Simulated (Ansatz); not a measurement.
System: HfIN (layers cut from the bulk crystal).

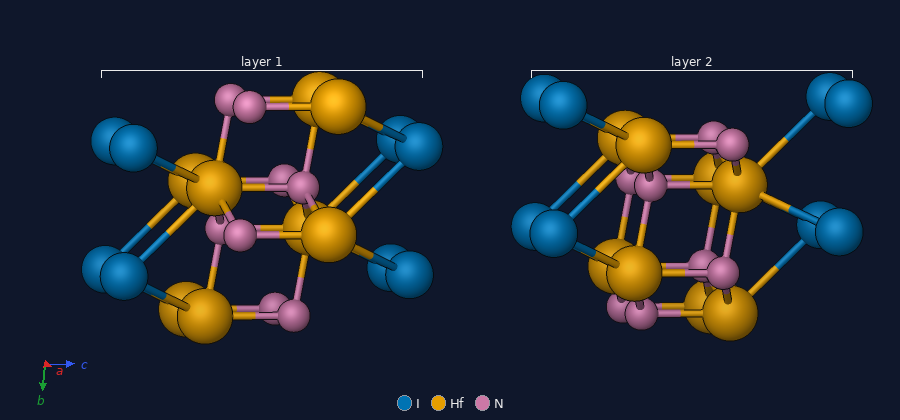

The structure (iodine blue, hafnium orange, nitrogen pink). Bonds to atoms that aren't drawn are left out. 2×2×1 cells are drawn.

The cell holds 12 atoms: 4 I, 4 Hf and 4 N. Cell: a = 3.639 Å, b = 3.639 Å, c = 57.100 Å, α = 90.0°, β = 90.0°, γ = 120.0°. It derives from HfIN. Regions: layer 1, 6 atoms (2 I, 2 Hf and 2 N); layer 2, 6 atoms (2 I, 2 Hf and 2 N). Vacuum lies along c.

```xyz
12
Lattice="3.6387 0.0000 0.0000 -1.8193 3.1512 0.0000 0.0000 0.0000 57.1000" Properties=species:S:1:pos:R:3
I     1.4934    1.2386   20.0634
Hf   -0.3259    2.2890   22.2352
N     3.3128    0.1882   22.6312
N    -0.3259    2.2890   24.3684
Hf    3.3128    0.1882   24.7641
I     1.4934    1.2386   26.9286
I     3.3128    0.1882   30.1714
Hf    1.4934    1.2386   32.3359
N    -0.3259    2.2890   32.7316
N     1.4934    1.2386   34.4688
Hf   -0.3259    2.2890   34.8648
I     3.3128    0.1882   37.0366
```

The structure was relaxed with PBEsol-D3(BJ). At the settings of the band run the largest force is still 0.11 eV/Å. The runs that relaxed it are not among those shown. Spin-orbit coupling is left out unless a run names it.

Gaps computed with Ansatz 0.2.0 without a self-energy: PBEsol 0.86 eV and PBEsol+SOC 0.44 eV.

**Question.** Estimate the G0W0@PBEsol gap with 6×6×1 mesh, 779 empty bands, screening to 65 eV, PAW set soft_1 files.

About 2.16 eV: on its mesh the run moves the gap from 0.86 eV by +1.30 eV. Spin-orbit coupling is not in that value; its −0.42 eV at the PBEsol level would bring it to about 1.74 eV. Bands and cutoff are finite, so the gap is not at the basis limit. The miss can reach some tenths of an eV and take either sign; the mesh is an error of its own. The mesh in the plane is coarse for a sheet; gap and any exciton binding can still move on denser ones. The many-body steps are scalar-relativistic: spin-orbit coupling is not in them.

[Paths, hosts, dates, memory and timing lines, banners, echoed tables and standing remarks are left out of the program output.]

[Logs are printed without paths, hosts, clocks, repeated set-up lines and the standing remarks that a program may print on its own settings, such as how far it seeks lower states.]

[Runs of the session that timed out or met a known fault of the program may be left out.]

[Cells called generated may have been cut or substituted from an entry of the Crystallography Open Database or the Materials Project.]

[Hosts, paths, dates, database ids (printed as entryN), source tags and the programs' standing remarks are cut or masked in the printed files.]
